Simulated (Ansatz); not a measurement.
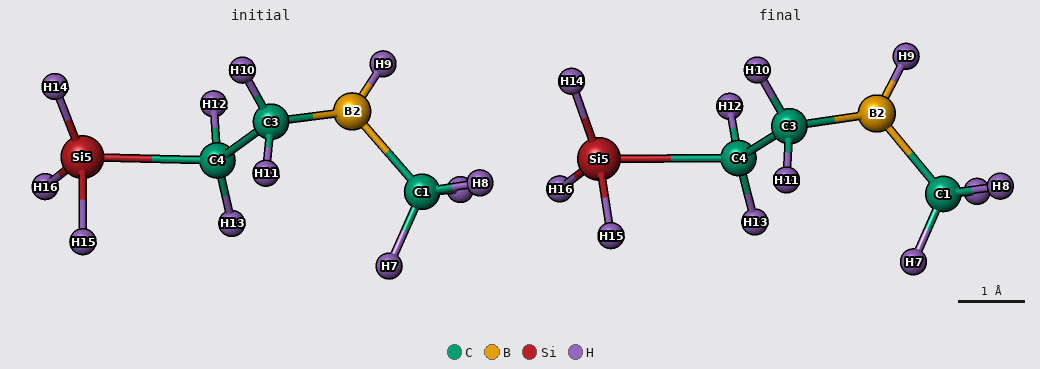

The structure of C$_{3}$H$_{11}$BSi (multiplicity 3) before (left) and after (right) a relaxation, at one scale.

Style: ball-and-stick. Shown at a tilt.

All numbers below come from Ansatz, UKS wPBEh/6-31G*.

Input file:
```yaml
crystal:
  periodic: [false, false, false]
  atoms:
    - {symbol: C, position_ang: [-1.669974, 0.094726, -1.886865]}
    - {symbol: B, position_ang: [-0.365404, -0.700826, -1.311993]}
    - {symbol: C, position_ang: [-0.242650, -0.926304, 0.079680]}
    - {symbol: C, position_ang: [0.590533, 0.488822, 0.408918]}
    - {symbol: Si, position_ang: [1.560978, 0.537488, 2.241359]}
    - {symbol: H, position_ang: [-1.323355, 0.718661, -2.825769]}
    - {symbol: H, position_ang: [-2.164444, 0.930511, -1.104241]}
    - {symbol: H, position_ang: [-2.296759, -0.395358, -2.502863]}
    - {symbol: H, position_ang: [0.143357, -0.945142, -2.125298]}
    - {symbol: H, position_ang: [0.214087, -1.752014, 0.410297]}
    - {symbol: H, position_ang: [-1.025080, -0.716522, 0.596225]}
    - {symbol: H, position_ang: [1.679417, 0.454449, -0.143448]}
    - {symbol: H, position_ang: [0.209660, 1.550418, 0.263298]}
    - {symbol: H, position_ang: [2.076706, -0.631390, 2.553551]}
    - {symbol: H, position_ang: [0.008327, 0.638627, 3.110780]}
    - {symbol: H, position_ang: [2.218258, 1.667505, 2.411298]}
basis:
  gaussian: {orbitals: "6-31G*"}
magnetization: {spin_polarized: true, initial_magnetization: 2}
hamiltonian: {xc: {name: wPBEh}}
relax: {f_tol: 0.001, max_steps: 2}
```

Run as
```bash
ansatz run in.yaml --threads 4 --pin off --events-out ev --progress --plain --max-ram 10444MiB
```

Q: Describe what moved and what it gained.

A: The relaxation stopped without meeting its thresholds, so the last structure isn't shown to be converged. The input was poor on purpose: steps. The atom that moves furthest after the best rigid fit is H15 (0.19 Å). By element the largest moves are H 0.19 Å, C 0.08 Å, B 0.08 Å, Si 0.07 Å. Near-neighbour distances that change, for instance: Si5–H15 1.782 → 1.601 Å, B2–H9 0.990 → 1.123 Å, C1–H7 1.247 → 1.145 Å, C3–H11 0.961 → 1.052 Å. Among the angles between lasting bonds that change: H6–C1–H8 87.3° → 98.4°, C4–C3–H11 96.6° → 104.4°, H7–C1–H8 117.6° → 110.8°. After 1 geometry step the energy has fallen by 395.8 kJ/mol. Largest force component: 7 eV/Å at the start, 3.2 eV/Å at the end.
